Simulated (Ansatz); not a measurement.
# CH₅NSn: trial inputs and their diagnosis

5 inputs were typed for CH₅NSn. Each is run as it stands; the log then has to tell whether the result can be used.

Computed with Ansatz 0.2.0, Gaussian basis. Level: the settings change from run to run.

## Step 1: The relaxed structure

The geometry comes from an earlier relaxation with PBE0-D4 in a triple-zeta def2 set; it is a stationary point, not always the lowest conformer. Sn takes a core potential in def2 sets; no spin-orbit term is included.

SMILES `N=[CH][SnH3]`, 8 atoms, charge 0, spin multiplicity 1.

Atoms are counted from 1 here; the program's logs count them from 0.

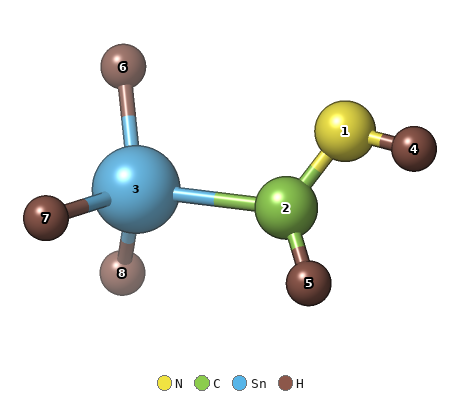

The structure; nitrogen yellow, carbon green, tin blue, hydrogen brown; atoms are numbered from 1 in the order of the file.

As a file:

```xyz
8
CH5NSn
N    -1.2839    0.9697   -0.8507
C    -0.4618    0.0088   -0.8328
Sn    0.7562   -0.2749    0.9256
H    -1.8042    1.0064   -1.7318
H    -0.3444   -0.6859   -1.6786
H     0.3497    0.9179    2.0662
H     2.4048   -0.1605    0.4901
H     0.4755   -1.8384    1.5562
```

## Step 2: Try 1

in.yaml

```yaml
crystal:
  periodic: [false, false, false]
  atoms:
    - {symbol: N, position_ang: [-1.283920, 0.969689, -0.850698]}
    - {symbol: C, position_ang: [-0.461761, 0.008763, -0.832759]}
    - {symbol: Sn, position_ang: [0.756228, -0.274948, 0.925578]}
    - {symbol: H, position_ang: [-1.804204, 1.006392, -1.731820]}
    - {symbol: H, position_ang: [-0.344373, -0.685934, -1.678574]}
    - {symbol: H, position_ang: [0.349660, 0.917880, 2.066235]}
    - {symbol: H, position_ang: [2.404842, -0.160536, 0.490103]}
    - {symbol: H, position_ang: [0.475528, -1.838408, 1.556235]}
basis:
  gaussian: {orbitals: STO-3G, fitting: {mean_field: cc-pVTZ-jkfit}}
hamiltonian: {xc: {name: CAM-B3LYP}, dispersion: d3bj}
output: {forces: true}
```

Launch:

```console
> ansatz run in.yaml --threads 2 --pin off --events-out ev --progress --plain --max-ram 4352MiB
```

What it wrote:

```text
Functional definition: CAM-B3LYP
  name "CAM-B3LYP"
  cite "Yanai, Tew & Handy, Chem. Phys. Lett. 393, 51 (2004) doi:10.1016/j.cplett.2004.06.011"
  cite "Iikura, Tsuneda, Yanai & Hirao, J. Chem. Phys. 115, 3540 (2001) doi:10.1063/1.1383587"
  cite "Becke, Phys. Rev. A 38, 3098 (1988) doi:10.1103/PhysRevA.38.3098"
  cite "Lee, Yang & Parr, Phys. Rev. B 37, 785 (1988) doi:10.1103/PhysRevB.37.785"
  cite "Vosko, Wilk & Nusair, Can. J. Phys. 58, 1200 (1980) doi:10.1139/p80-159"
  parameter alpha = 0.19
  parameter beta = 0.46
  parameter omega = 0.33/bohr
  parameter ac = 0.81
  # Exact exchange under (alpha + beta erf(omega r))/r, Becke's under what is left of 1/r.
  exchange = (1 - alpha - beta)*b88_x + beta*b88_x_sr(omega) + alpha*exact_x + beta*exact_x_lr(omega)
  correlation = (1 - ac)*vwn5_c + ac*lyp_c
Error: <dir> the basis set cc-pVTZ-JKFIT has no functions for Sn
```

Run time: 0.1 s. Hardware: 2 threads of Arm Neoverse V1, shared host.

**Diagnosis.** The program refused the input. The fitting set named has no entry for an element of this molecule. Cure: leave the fitting key out, or name a set that covers all elements and suits the basis.

## Step 3: Try 2

in.yaml

```yaml
crystal:
  periodic: [false, false, false]
  atoms:
    - {symbol: N, position_ang: [-1.283920, 0.969689, -0.850698]}
    - {symbol: C, position_ang: [-0.461761, 0.008763, -0.832759]}
    - {symbol: Sn, position_ang: [0.756228, -0.274948, 0.925578]}
    - {symbol: H, position_ang: [-1.804204, 1.006392, -1.731820]}
    - {symbol: H, position_ang: [-0.344373, -0.685934, -1.678574]}
    - {symbol: H, position_ang: [0.349660, 0.917880, 2.066235]}
    - {symbol: H, position_ang: [2.404842, -0.160536, 0.490103]}
    - {symbol: H, position_ang: [0.475528, -1.838408, 1.556235]}
basis:
  gaussian: {orbitals: def2-TZVPD, fitting: {mean_field: cc-pVTZ-jkfit}}
magnetization: {spin_polarized: true, initial_magnetization: 2}
hamiltonian: {xc: {name: PBE}}
correlation: {method: rpa, electrons: all}
```

Launched as before.

What it wrote:

```text
Functional definition: PBE
  name "PBE"
  cite "Perdew, Burke & Ernzerhof, Phys. Rev. Lett. 77, 3865 (1996) doi:10.1103/PhysRevLett.77.3865"
  parent pbe
  parameter kappa = 0.804
  parameter beta = 0.06672455060314922
  exchange = pbe_x(kappa = kappa, mu = beta*pi^2/3)
  correlation = pbe_c(beta = beta)
Error: <dir> the basis set cc-pVTZ-JKFIT has no functions for Sn
```

Wall time 0.1 s (2 threads of Arm Neoverse V1, shared host).

**Diagnosis.** Refused before any calculation. The fitting set named has no entry for an element of this molecule. Cure: leave the fitting key out, or name a set that covers all elements and suits the basis. The input also asks for charge 0 and multiplicity 3, not those of the species named; set them back first.

## Step 4: Try 3

in.yaml

```yaml
crystal:
  periodic: [false, false, false]
  atoms:
    - {symbol: N, position_ang: [-1.272629, 0.987077, -0.801396]}
    - {symbol: C, position_ang: [-0.472767, 0.017892, -0.833780]}
    - {symbol: Sn, position_ang: [0.773199, -0.292389, 0.891218]}
    - {symbol: H, position_ang: [-1.742685, 0.966076, -1.673716]}
    - {symbol: H, position_ang: [-0.358601, -0.683803, -1.657139]}
    - {symbol: H, position_ang: [0.411259, 0.922813, 2.103111]}
    - {symbol: H, position_ang: [2.417047, -0.170307, 0.502524]}
    - {symbol: H, position_ang: [0.514693, -1.827515, 1.541876]}
basis:
  gaussian: {orbitals: cc-pVTZ-PP}
magnetization: {spin_polarized: true, initial_magnetization: 2}
hamiltonian: {xc: {name: SPW92}, pseudopotentials: {relativity: scalar}}
scf: {lower_state_search: off}
output: {forces: true}
```

The command is unchanged.

What it wrote:

```text
Functional definition: SPW92
  name "SPW92"
  cite "Dirac, Proc. Camb. Phil. Soc. 26, 376 (1930) doi:10.1017/S0305004100016108"
  cite "Slater, Phys. Rev. 81, 385 (1951) doi:10.1103/PhysRev.81.385"
  cite "Perdew & Wang, Phys. Rev. B 45, 13244 (1992) doi:10.1103/PhysRevB.45.13244"
  exchange = slater_x
  correlation = pw_c
these checks for a lower state are left out or cut short: stability, starts, cluster_reference, orbital_swaps, neighbouring_geometries, increment
Error: <dir> the basis set cc-pVTZ-PP has no functions for N
```

Wall time 0.05 s (2 threads of Arm Neoverse V1, shared host).

What is wrong: The program refused the input. The basis set is misnamed or doesn't suit the job. It also asks for charge 0 and multiplicity 3, another species or state than the molecule above. Its coordinates are also moved off the relaxed structure. Cure: name an orbital basis set that the library holds for every element here, and set charge and spin to those of the species named.

## Step 5: Try 4

in.yaml

```yaml
crystal:
  periodic: [false, false, false]
  atoms:
    - {symbol: N, position_ang: [-1.283920, 0.969689, -0.850698]}
    - {symbol: C, position_ang: [-0.461761, 0.008763, -0.832759]}
    - {symbol: Sn, position_ang: [0.756228, -0.274948, 0.925578]}
    - {symbol: H, position_ang: [-1.804204, 1.006392, -1.731820]}
    - {symbol: H, position_ang: [-0.344373, -0.685934, -1.678574]}
    - {symbol: H, position_ang: [0.349660, 0.917880, 2.066235]}
    - {symbol: H, position_ang: [2.404842, -0.160536, 0.490103]}
    - {symbol: H, position_ang: [0.475528, -1.838408, 1.556235]}
basis:
  gaussian: {orbitals: STO-3G, final_grid: {core_spheres: 8, valence_spheres: 7, degree: 23}}
magnetization: {spin_polarized: true, initial_magnetization: 3}
hamiltonian: {xc: {name: PBE0-DH}}
scf: {lower_state_search: light}
output: {forces: true}
```

Launched as before.

What it wrote:

```text
Error: a molecule whose nuclei and cores have a total charge of 68 cannot have a net charge of 0 together with 3 unpaired electrons
```

Wall time 0.05 s (2 threads of Arm Neoverse V1, shared host).

What is wrong: Refused before any calculation. The number of unpaired electrons doesn't fit the electron count. To mend it, make charge and initial_magnetization agree: an even electron count takes an even number of unpaired electrons.

## Step 6: Try 5

in.yaml

```yaml
crystal:
  periodic: [false, false, false]
  atoms:
    - {symbol: N, position_ang: [-1.254657, 1.069568, -0.911729]}
    - {symbol: C, position_ang: [-0.569556, 0.091301, -0.856669]}
    - {symbol: Sn, position_ang: [0.756766, -0.330539, 0.833454]}
    - {symbol: H, position_ang: [-1.769976, 0.883106, -1.759255]}
    - {symbol: H, position_ang: [-0.309573, -0.749718, -1.731269]}
    - {symbol: H, position_ang: [0.256925, 0.798564, 2.108118]}
    - {symbol: H, position_ang: [2.486349, -0.044749, 0.525307]}
    - {symbol: H, position_ang: [0.522551, -1.738532, 1.585084]}
basis:
  gaussian: {orbitals: def2-SVPD}
hamiltonian: {xc: {name: HF}}
correlation: {active_space: {window: {electrons: 6, orbitals: 2}}}
scf: {lower_state_search: full}
```

Launched as before.

What it wrote:

```text
Functional definition: HF
  name "HF"
  cite "Fock, Z. Phys. 61, 126 (1930) doi:10.1007/BF01340294"
  parent pbe
  exchange = exact_x
  correlation = 0
1220 factors; integrals over basis functions are off by at most 9.0e-4 eV
mean field evaluation 1: about -8389.7313 eV, gradient 2.7e1 eV
mean field evaluation 2: about -8389.9698 eV, gradient 2.7e1 eV
mean field evaluation 4: about -8391.9961 eV, gradient 3.0e0 eV
mean field evaluation 8: about -8392.0401 eV, gradient 3.0e-1 eV
mean field -8392.04090085 eV, -308.4018147765 hartree, gradient 4.1e-6 eV, S^2 0.000000; 0 other end points of the search recorded, 0 dependent functions left out
reference -8392.04090085 eV, -308.4018147765 hartree; 20, 20 occupied and 92, 92 virtual orbitals, 1220 factors
Error: 6 electrons in 2 orbitals form no window around the highest filled level of the reference
```

Run time: 1.2 s. Hardware: 2 threads of Arm Neoverse V1, shared host.

Diagnosis: The run stopped with an error. The active space doesn't fit the electrons. Its coordinates are also moved off the relaxed structure. To mend it, choose a window whose electrons and orbitals fit the reference.

## Step 7: How the tries ended

```tsv
try	level	ended	cause	time
1	CAM-B3LYP/STO-3G	refused	the fitting set named has no entry for an element of this molecule	0.1 s
2	RPA/def2-TZVPD	refused	the fitting set named has no entry for an element of this molecule	0.1 s
3	SPW92/cc-pVTZ-PP	refused	the basis set is misnamed or doesn't suit the job	0.05 s
4	PBE0-DH/STO-3G	refused	the number of unpaired electrons doesn't fit the electron count	0.05 s
5	HF/def2-SVPD	stopped by an error	the active space doesn't fit the electrons	1.2 s
```

4 refused, 1 stopped by an error. A refusal costs next to no computing time.
